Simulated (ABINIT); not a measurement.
**Ca2Si (Fm-3m): G0W0 in ABINIT against the k mesh**

Aim: move the k mesh of a G0W0 run on Ca2Si (Fm-3m) over a wide range.

Main program and level: ABINIT 10.8.3; LDA and many-body steps on it, plane waves.

## Step 1: The structure

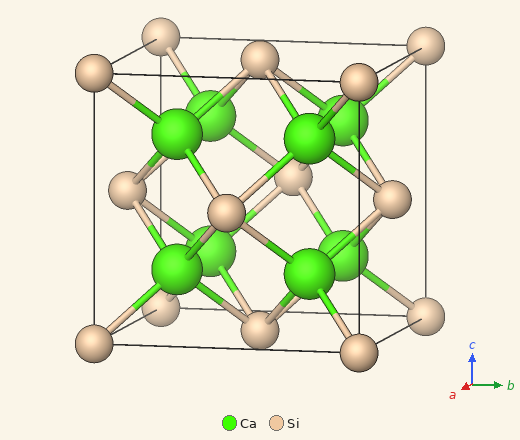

The starting structure, seen slightly off an axis (calcium green, silicon light orange). This picture shows the conventional cell, with its axes. Some periodic images of atoms are drawn too.

The cell and positions are those that the Materials Project relaxed with its own functionals (PBE, PBE+U or r2SCAN), kept fixed.

## Step 2: Empty states on the mesh, 2×2×2 mesh, 169 bands

This step: ABINIT 10.8.3; DFT, LDA, plane waves, norm-conserving pseudopotentials.

The sums over transitions need many empty states on a uniform mesh; this step solves for them.

Input file run.abi:

```
acell 3*1.0 Angstrom
rprim 
  -0.000000000000 3.585232820000 3.585232820000
  3.585232820000 -0.000000000000 3.585232820000
  3.585232820000 3.585232820000 -0.000000000000
ntypat 2
znucl 20 14
natom 3
typat 1 1 2
xred 
  0.750000000000 0.750000000000 0.750000000000
  0.250000000000 0.250000000000 0.250000000000
  0.000000000000 0.000000000000 0.000000000000
pp_dirpath "pseudos"
pseudos "Ca.upf, Si.upf"
ecut 30
ngkpt 2 2 2
nshiftk 1
shiftk 0 0 0
kptopt 1
chksymbreak 0
irdden 1
istwfk *1
nband 169
prtvol 0
optdriver 6
gwr_task "HDIAGO"
paral_kgb 0
occopt 1
indata_prefix "in"
outdata_prefix "out"
tmpdata_prefix "tmp"
```

Run with:

```bash
$ OMP_NUM_THREADS=1 mpirun -n 4 abinit run.abi > log
```

Numbers of over 12 decimals in the logs are rounded to 6 here.

Log:

```text
.Version 10.8.3 of ABINIT. v10.8.2 released Aug 2026.

 Symmetries : space group Fm -3 m (#225); Bravais cF (face-center cubic)
[... echo of the input left out ...]
== DATASET  1 ==================================================================
-   mpi_nproc: 4, omp_nthreads: 1 (-1 if OMP is not activated)

--- !DatasetInfo
iteration_state: {dtset: 1, }
dimensions: {natom: 3, nkpt: 3, mband: 169, nsppol: 1, nspinor: 1, nspden: 1, mpw: 4910, }
cutoff_energies: {ecut:  30.0, pawecutdg:  -1.0, }
[...]
Direct band gap semiconductor
 Fundamental gap:     0.509 (eV)
   VBM:     3.544 (eV) at k: [ 5.0000E-01,  5.0000E-01,  0.0000E+00]
   CBM:     4.053 (eV) at k: [ 5.0000E-01,  5.0000E-01,  0.0000E+00]
 Direct gap:         0.509 (eV) at k: [ 5.0000E-01,  5.0000E-01,  0.0000E+00]

== END DATASET(S) ==============================================================
================================================================================

 -outvars: echo values of variables after computation  --------
           etotal      0.0000000000E+00
            nband         169
             nkpt           3
          spgroup         225
 [... the other variables as echoed above ...]

 Calculation completed.
```

The job ended after 78 s (4 MPI ranks of Arm Neoverse V1, shared host; peak memory 4.8 GiB; 5.2 min of CPU time).

Numbers from this step:

| Quantity | Value |
| --- | --- |
| gap | 0.5088 eV |
| k of the valence top | 0.5, 0.5, 0 |
| k of the conduction bottom | 0.5, 0.5, 0 |
| least direct gap | 0.5088 eV |
| k points computed | 3 |
| lowest point of the top converged band, above the valence top | 69.7694 eV |

On this mesh the gap is 0.509 eV.

The density comes from a self-consistent run that is not shown.

## Step 3: Empty states on the mesh, 1×1×1 mesh, 53 bands

run.abi, as its differences from that of step 2:

```diff
@@ -16,3 +16,3 @@
 ecut 30
-ngkpt 2 2 2
+ngkpt 1 1 1
 nshiftk 1
@@ -21,10 +21,10 @@
 chksymbreak 0
+iscf -2
 irdden 1
 istwfk *1
-nband 169
+nband 53
+nbdbuf 4
+tolwfr 1e-09
+nstep 60
 prtvol 0
-optdriver 6
-gwr_task "HDIAGO"
-paral_kgb 0
-occopt 1
 indata_prefix "in"
```

Log:

```text
.Version 10.8.3 of ABINIT. v10.8.2 released Aug 2026.

 Symmetries : space group Fm -3 m (#225); Bravais cF (face-center cubic)
[... echo of the input left out ...]
== DATASET  1 ==================================================================
-   mpi_nproc: 4, omp_nthreads: 1 (-1 if OMP is not activated)
-    --> not optimal distribution: autoparal keyword recommended in input file <--

--- !DatasetInfo
iteration_state: {dtset: 1, }
dimensions: {natom: 3, nkpt: 1, mband: 53, nsppol: 1, nspinor: 1, nspden: 1, mpw: 4909, }
cutoff_energies: {ecut:  30.0, pawecutdg:  -1.0, }
[...]
0.52763    0.75205    0.75205    0.75205    0.77576    0.77576    0.77576    0.80851
   0.80851    0.80851    0.86348    0.86348    0.99805    0.99805    1.03191    1.03191
   1.03191    1.05811    1.05811    1.05812    1.07441

== END DATASET(S) ==============================================================
================================================================================

 -outvars: echo values of variables after computation  --------
            nband          53
             nkpt           1
          spgroup         225
 [... the other variables as echoed above ...]

 Calculation completed.
```

It took 9.2 s on 4 MPI ranks; peak memory 0.25 GiB; 36 s of CPU time.

This step gave:

```yaml
gap: 2.037 eV
k_of_the_valence_top: 0, 0, 0
k_of_the_conduction_bottom: 0, 0, 0
least_direct_gap: 2.037 eV
k_points_computed: 1
lowest_point_of_the_top_converged_band_above_the_valence_top: 24.93 eV
```

On this mesh the gap is 2.037 eV.

## Step 4: Empty states on the mesh, 4×4×4 mesh, 53 bands

run.abi, as its differences from that of step 3:

```diff
@@ -16,3 +16,3 @@
 ecut 30
-ngkpt 1 1 1
+ngkpt 4 4 4
 nshiftk 1
```

Log:

```text
.Version 10.8.3 of ABINIT. v10.8.2 released Aug 2026.

 Symmetries : space group Fm -3 m (#225); Bravais cF (face-center cubic)
[... echo of the input left out ...]
== DATASET  1 ==================================================================
-   mpi_nproc: 4, omp_nthreads: 1 (-1 if OMP is not activated)

--- !DatasetInfo
iteration_state: {dtset: 1, }
dimensions: {natom: 3, nkpt: 8, mband: 53, nsppol: 1, nspinor: 1, nspden: 1, mpw: 4910, }
cutoff_energies: {ecut:  30.0, pawecutdg:  -1.0, }
[...]
0.52763    0.75205    0.75205    0.75205    0.77576    0.77576    0.77576    0.80851
   0.80851    0.80851    0.86348    0.86348    0.99805    0.99805    1.03191    1.03191
   1.03191    1.05811    1.05811    1.05812    1.07441
 prteigrs : prtvol=0 or 1, do not print more k-points.

== END DATASET(S) ==============================================================
================================================================================

 -outvars: echo values of variables after computation  --------
            nband          53
             nkpt           8
          spgroup         225
 [... the other variables as echoed above ...]

 Calculation completed.
```

The job ended after 15 s (4 MPI ranks; peak memory 0.3 GiB; 60 s of CPU time).

This step gave:

```
gap                                                           : 0.5089 eV
k of the valence top                                          : 0.5, 0.5, 0
k of the conduction bottom                                    : 0.5, 0.5, 0
least direct gap                                              : 0.5089 eV
k points computed                                             : 8
lowest point of the top converged band, above the valence top : 22.33 eV
```

On this mesh the gap is 0.509 eV.

## Step 5: Screening, 1×1×1 mesh, 49 bands, screening to 106.1 eV

The RPA dielectric matrix is built and inverted for each q.

This step: RPA screening on LDA, plane waves, norm-conserving pseudopotentials.

run.abi, as its differences from that of step 4:

```diff
@@ -16,3 +16,3 @@
 ecut 30
-ngkpt 4 4 4
+ngkpt 1 1 1
 nshiftk 1
@@ -21,10 +21,11 @@
 chksymbreak 0
-iscf -2
-irdden 1
 istwfk *1
-nband 53
-nbdbuf 4
-tolwfr 1e-09
-nstep 60
-prtvol 0
+occopt 1
+irdwfk 1
+optdriver 3
+nband 49
+ecuteps 3.9
+inclvkb 2
+awtr 1
+symchi 1
 indata_prefix "in"
```

Log:

```text
.Version 10.8.3 of ABINIT. v10.8.2 released Aug 2026.

 Symmetries : space group Fm -3 m (#225); Bravais cF (face-center cubic)
[... echo of the input left out ...]
== DATASET  1 ==================================================================
-   mpi_nproc: 4, omp_nthreads: 1 (-1 if OMP is not activated)

--- !DatasetInfo
iteration_state: {dtset: 1, }
dimensions: {natom: 3, nkpt: 1, mband: 49, nsppol: 1, nspinor: 1, nspden: 1, mpw: 4909, }
cutoff_energies: {ecut:  30.0, pawecutdg:  -1.0, }
electrons: {nelect:   2.40000000E+01, charge:   0.00000000E+00, occopt:   1.00000000E+00, tsmear:   1.00000000E-02, }

 SCREENING: Calculation of the susceptibility and dielectric matrices

 Based on a program developped by R.W. Godby, V. Olevano, G. Onida, and L. Reining.
 Incorporated in ABINIT by V. Olevano, G.-M. Rignanese, and M. Torrent.
.Using double precision arithmetic ; gwpc =  8

[... cell and pseudopotentials left out ...]
--------------------------------------------------------------------------------

 ==== K-mesh for the wavefunctions ====
 Number of points in the irreducible wedge :     1
[... list of points left out ...]
 Together with 48 symmetry operations and time-reversal symmetry
 yields     1 points in the full Brillouin Zone.

 ==== Q-mesh for the screening function ====
 Number of points in the irreducible wedge :     1
[... list of points left out ...]
 Together with 48 symmetry operations and time-reversal symmetry
 yields     1 points in the full Brillouin Zone.

 setmesh: FFT mesh size selected  =    32x   32x   32
          total number of points  =        32768

 vcoul_init : cutoff-mode = AUXILIARY_FUNCTION
 q-points for optical limit:   1
     1)      0.000010    0.000020    0.000030

- screening: taking advantage of time-reversal symmetry
- Maximum band index for partially occupied states nbvw = 12
- Remaining bands to be divided among processors   nbcw = 37
- Number of bands treated by each node ~9

 Number of electrons calculated from density =   24.0000; Expected =   24.0000
 average of density, n =  0.038586
 r_s =    1.8358
 omega_plasma =   18.9484 [eV]

 calculating chi0 at frequencies [eV] :
  1    0.000000E+00    0.000000E+00
  2    0.000000E+00    1.894837E+01

--------------------------------------------------------------------------------
  q-point number  1        q = ( 0.000000, 0.000000, 0.000000) [r.l.u.]
--------------------------------------------------------------------------------
[... chi0 elements left out ...]
 For q-point:  0.000010 0.000020 0.000030
  dielectric constant =  24.1096
  dielectric constant without local fields =  35.5628

  Average fulfillment of the sum rule on Im[epsilon] for q-point    1 :     47.71  [%]
[... wings left out ...]
== END DATASET(S) ==============================================================
================================================================================

 -outvars: echo values of variables after computation  --------
           etotal      0.0000000000E+00
            nband          49
             nkpt           1
          spgroup         225
 [... the other variables as echoed above ...]

 Calculation completed.
```

The job ended after 2.7 s (4 MPI ranks; peak memory 0.11 GiB; 10 s of CPU time).

This step gave:

```yaml
eps_infinity_with_local_fields_on_this_mesh_along_the_program_s_q_direction: 24.11
the_same_without_local_fields: 35.56
plasma_frequency: 18.95 eV
plane_waves_in_the_screening_matrix: 259
```

Local fields lower ε∞ by 32 %. On a Γ-centred mesh this coarse the value itself is usually too large, while a short band sum pulls it down.

## Step 6: 1×1×1

This step: G0W0 on LDA, plane waves, norm-conserving pseudopotentials.

run.abi, as its differences from that of step 5:

```diff
@@ -24,8 +24,15 @@
 irdwfk 1
-optdriver 3
+optdriver 4
 nband 49
+gwcalctyp 0
+ecutsigx 30
+symsigma 1
+nkptgw 1
+kptgw 
+  0.0000000000 0.0000000000 0.0000000000
+bdgw 
+  10 15
 ecuteps 3.9
-inclvkb 2
-awtr 1
-symchi 1
+irdscr 1
+ppmodel 1
 indata_prefix "in"
```

Log:

```text
.Version 10.8.3 of ABINIT. v10.8.2 released Aug 2026.

 Symmetries : space group Fm -3 m (#225); Bravais cF (face-center cubic)
[... echo of the input left out ...]
== DATASET  1 ==================================================================
-   mpi_nproc: 4, omp_nthreads: 1 (-1 if OMP is not activated)

--- !DatasetInfo
iteration_state: {dtset: 1, }
dimensions: {natom: 3, nkpt: 1, mband: 49, nsppol: 1, nspinor: 1, nspden: 1, mpw: 4909, }
cutoff_energies: {ecut:  30.0, pawecutdg:  -1.0, }
electrons: {nelect:   2.40000000E+01, charge:   0.00000000E+00, occopt:   1.00000000E+00, tsmear:   1.00000000E-02, }

 SIGMA: Calculation of the GW corrections

 Based on a program developped by R.W. Godby, V. Olevano, G. Onida, and L. Reining.
 Incorporated in ABINIT by V. Olevano, G.-M. Rignanese, and M. Torrent.
.Using double precision arithmetic ; gwpc =  8

[... cell and pseudopotentials left out ...]
--------------------------------------------------------------------------------

 ==== K-mesh for the wavefunctions ====
 Number of points in the irreducible wedge :     1
[... list of points left out ...]
 Together with 48 symmetry operations and time-reversal symmetry
 yields     1 points in the full Brillouin Zone.

 ==== Q-mesh for screening function ====
 Number of points in the irreducible wedge :     1
[... list of points left out ...]
 Together with 48 symmetry operations and time-reversal symmetry
 yields     1 points in the full Brillouin Zone.

 vcoul_init : cutoff-mode = AUXILIARY_FUNCTION
 q-points for optical limit:   1
     1)      0.000010    0.000020    0.000030
 setmesh: FFT mesh size selected  =    48x   48x   48
          total number of points  =       110592

 Number of electrons calculated from density =   24.0000; Expected =   24.0000
 average of density, n =  0.038586
 r_s =    1.8358
 omega_plasma =   18.9484 [eV]

 === KS Band Gaps ===
  >>>> For spin  1
   Minimum direct gap =   2.0365 [eV], located at k-point      :   0.0000  0.0000  0.0000
   Fundamental gap    =   2.0365 [eV], Top of valence bands at :   0.0000  0.0000  0.0000
                                       Bottom of conduction at :   0.0000  0.0000  0.0000
 SIGMA fundamental parameters:
 PLASMON POLE MODEL  1
 number of plane-waves for SigmaX                 4909
 number of plane-waves for SigmaC and W            259
 number of plane-waves for wavefunctions          4909
 number of bands                                    49
 number of independent spin polarizations            1
 number of spinorial components                      1
 number of k-points in IBZ                           1
 number of q-points in IBZ                           1
 number of symmetry operations                      48
 number of k-points in BZ                            1
 number of q-points in BZ                            1
 number of frequencies for dSigma/dE                 9
 frequency step for dSigma/dE [eV]                0.25
 number of omega for Sigma on real axis              0
 max omega for Sigma on real axis  [eV]           0.00
 zcut for avoiding poles [eV]                     0.10

 EPSILON^-1 parameters (SCR file):
 dimension of the eps^-1 matrix on file            259
 dimension of the eps^-1 matrix used               259
 number of plane-waves for wavefunctions          4909
 number of bands                                    49
 number of q-points in IBZ                           1
 number of frequencies                               2
 number of real frequencies                          1
 number of imag frequencies                          1

 matrix elements of self-energy operator (all in [eV])

 Perturbative Calculation

--- !SelfEnergy_ee
iteration_state: {dtset: 1, }
kpoint     : [   0.000,    0.000,    0.000, ]
spin       : 1
KS_gap     :    2.037
QP_gap     :    1.911
Delta_QP_KS:   -0.125
data: !SigmaeeData |
     Band     E0 <VxcDFT>   SigX SigC(E0)      Z dSigC/dE  Sig(E)    E-E0       E
       10   3.150 -10.257 -13.374   3.395   0.721  -0.386 -10.057   0.200   3.351
       11   3.150 -10.257 -13.374   3.395   0.721  -0.386 -10.057   0.200   3.351
       12   3.150 -10.257 -13.374   3.395   0.721  -0.386 -10.057   0.200   3.351
       13   5.187  -7.859  -2.807  -4.950   0.736  -0.359  -7.784   0.075   5.262
       14   5.307 -11.526  -5.001  -5.253   0.733  -0.365 -10.594   0.931   6.239
       15   5.307 -11.526  -5.001  -5.253   0.733  -0.365 -10.594   0.931   6.239

 New Fermi energy :        1.582559E-01 Ha ,    4.306362E+00 eV

 === QP Band Gaps ===
  >>>> For spin  1
   Minimum direct gap =   1.9112 [eV], located at k-point      :   0.0000  0.0000  0.0000
   Fundamental gap    =   1.9112 [eV], Top of valence bands at :   0.0000  0.0000  0.0000
                                       Bottom of conduction at :   0.0000  0.0000  0.0000

== END DATASET(S) ==============================================================
================================================================================

 -outvars: echo values of variables after computation  --------
           etotal      0.0000000000E+00
            nband          49
             nkpt           1
          spgroup         225
 [... the other variables as echoed above ...]

 Calculation completed.
```

The job ended after 2.8 s (4 MPI ranks; peak memory 0.15 GiB; 11 s of CPU time).

Numbers from this step:

| Item | Value |
| --- | --- |
| G0W0 gap on the points computed | 1.911 eV |
| starting gap on the mesh | 2.037 eV |
| k of the valence top | 0, 0, 0 |
| k of the conduction bottom | 0, 0, 0 |
| Z at the valence top | 0.721 |
| Z at the conduction bottom | 0.736 |
| least direct G0W0 gap on the computed points | 1.911 eV |

## Step 7: Screening, 2×2×2 mesh, 49 bands, screening to 106.1 eV

This step: RPA screening on LDA, plane waves, norm-conserving pseudopotentials.

run.abi, as its differences from that of step 6:

```diff
@@ -16,3 +16,3 @@
 ecut 30
-ngkpt 1 1 1
+ngkpt 2 2 2
 nshiftk 1
@@ -24,15 +24,8 @@
 irdwfk 1
-optdriver 4
+optdriver 3
 nband 49
-gwcalctyp 0
-ecutsigx 30
-symsigma 1
-nkptgw 1
-kptgw 
-  0.0000000000 0.0000000000 0.0000000000
-bdgw 
-  10 15
 ecuteps 3.9
-irdscr 1
-ppmodel 1
+inclvkb 2
+awtr 1
+symchi 1
 indata_prefix "in"
```

Log:

```text
.Version 10.8.3 of ABINIT. v10.8.2 released Aug 2026.

 Symmetries : space group Fm -3 m (#225); Bravais cF (face-center cubic)
[... echo of the input left out ...]
== DATASET  1 ==================================================================
-   mpi_nproc: 4, omp_nthreads: 1 (-1 if OMP is not activated)

--- !DatasetInfo
iteration_state: {dtset: 1, }
dimensions: {natom: 3, nkpt: 3, mband: 49, nsppol: 1, nspinor: 1, nspden: 1, mpw: 4910, }
cutoff_energies: {ecut:  30.0, pawecutdg:  -1.0, }
electrons: {nelect:   2.40000000E+01, charge:   0.00000000E+00, occopt:   1.00000000E+00, tsmear:   1.00000000E-02, }

 SCREENING: Calculation of the susceptibility and dielectric matrices

 Based on a program developped by R.W. Godby, V. Olevano, G. Onida, and L. Reining.
 Incorporated in ABINIT by V. Olevano, G.-M. Rignanese, and M. Torrent.
.Using double precision arithmetic ; gwpc =  8

[... cell and pseudopotentials left out ...]
--------------------------------------------------------------------------------

 ==== K-mesh for the wavefunctions ====
 Number of points in the irreducible wedge :     3
[... list of points left out ...]
 Together with 48 symmetry operations and time-reversal symmetry
 yields     8 points in the full Brillouin Zone.

 ==== Q-mesh for the screening function ====
 Number of points in the irreducible wedge :     3
[... list of points left out ...]
 Together with 48 symmetry operations and time-reversal symmetry
 yields     8 points in the full Brillouin Zone.

 setmesh: FFT mesh size selected  =    32x   32x   32
          total number of points  =        32768

 vcoul_init : cutoff-mode = AUXILIARY_FUNCTION
 q-points for optical limit:   1
     1)      0.000010    0.000020    0.000030

- screening: taking advantage of time-reversal symmetry
- Maximum band index for partially occupied states nbvw = 12
- Remaining bands to be divided among processors   nbcw = 37
- Number of bands treated by each node ~9

 Number of electrons calculated from density =   24.0000; Expected =   24.0000
 average of density, n =  0.038586
 r_s =    1.8358
 omega_plasma =   18.9484 [eV]

 calculating chi0 at frequencies [eV] :
  1    0.000000E+00    0.000000E+00
  2    0.000000E+00    1.894837E+01

--------------------------------------------------------------------------------
  q-point number  1        q = ( 0.000000, 0.000000, 0.000000) [r.l.u.]
--------------------------------------------------------------------------------
[... chi0 elements left out ...]
 For q-point:  0.000010 0.000020 0.000030
  dielectric constant =  68.2305
  dielectric constant without local fields =  90.5832

  Average fulfillment of the sum rule on Im[epsilon] for q-point    1 :     49.54  [%]
[... wings left out ...]
  q-point number  2        q = ( 0.500000, 0.000000, 0.000000) [r.l.u.]
--------------------------------------------------------------------------------
[... chi0 elements left out ...]
  Average fulfillment of the sum rule on Im[epsilon] for q-point    2 :     58.71  [%]

 [... 1 further q-points ...]
```

Wall time 3.9 s (4 MPI ranks); peak memory 0.51 GiB; 15 s of CPU time.

Numbers from this step:

```yaml
eps_infinity_with_local_fields_on_this_mesh_along_the_program_s_q_direction: 68.23
the_same_without_local_fields: 90.58
plasma_frequency: 18.95 eV
plane_waves_in_the_screening_matrix: 259
```

(Part 1 of 2 ends here.)

[Paths, hosts, dates, memory and timing lines, banners, echoed tables and standing remarks are left out of the program output.]

[Logs are printed without paths, hosts, clocks, repeated set-up lines and the standing remarks that a program may print on its own settings, such as how far it seeks lower states.]

[Runs of the session that timed out or met a known fault of the program may be left out.]

[Hosts, paths, dates, database ids (printed as entryN), source tags and the programs' standing remarks are cut or masked in the printed files.]

[G0W0 gaps are taken among the corrected bands and points alone; a level outside them can change the order at an edge.]

[Where Ansatz stands beside ABINIT at settings called matched, ABINIT's density can come from a denser mesh and the files from another edition; pairs whose starting gaps differed by over 0.03 eV were left out, so agreement reads better than it is.]
